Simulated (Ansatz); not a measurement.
# A correction line for wB97M-V/def2-TZVPP: vertical ionisation energy

The vertical ionisation energy (cation less neutral) in eV of 6 molecular compounds of Mg: x at wB97M-V/def2-TZVPP, y at CCSD(T)/def2-TZVPP. Shapes, held fixed at every level: PBE0-D4/def2-TZVP. Programs: Ansatz 0.2.0.

| molecule | x (eV) | y (eV) |
| --- | --- | --- |
| Mg(NH2)2 | 8.76 | 8.71 |
| CH6MgOSSi (SMILES C[S][Mg][O][SiH3]) | 8.99 | 8.91 |
| Mg(NH2)F | 9.28 | 9.16 |
| Mg(CH3)F | 10.12 | ? |
| MgH(OH) | 10.68 | 10.80 |
| MgBrCl (SMILES [Cl][Mg][Br]) | 11.06 | 11.00 |

**Question.** Fit y = c + s·x to the known rows and predict y for Mg(CH3)F.

**Answer.** 
1. Means of the 5 rows: x = 9.7540, y = 9.716.
2. Σ(Δx)² = 4.3595, Σ(Δx·Δy) = 4.56, so the slope is 4.56/4.3595 = 1.046.
3. Intercept: 9.716 − (1.046) × 9.7540 = -0.487. The largest residual of the fit is 0.12.
4. Mg(CH3)F: -0.487 + 1.046 × 10.12 = 10.10 eV.

CCSD(T)/def2-TZVPP gives 9.96 eV, so the prediction is off by +0.14 eV, about the largest residual. Uncorrected, wB97M-V/def2-TZVPP misses Mg(CH3)F by +0.16 eV, and the other rows by 0.09 on average. The line removes about 10 % of this miss. Left out in turn, the other rows are missed by 0.11 eV on average, worse than no correction. Cations run unrestricted. Relativity is left out for Br. Outer-core shells of Br, Mg are correlated, in sets that cover them unevenly.

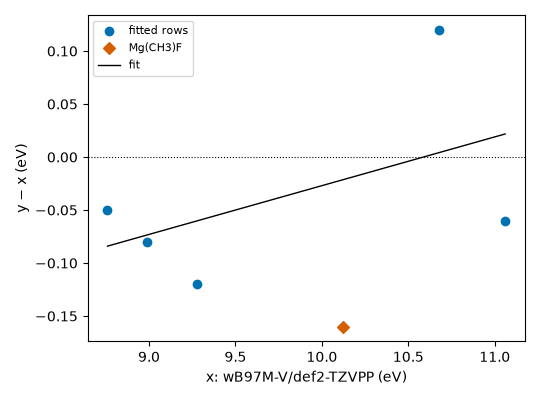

The correction y − x against x, with the fitted line and the withheld molecule.
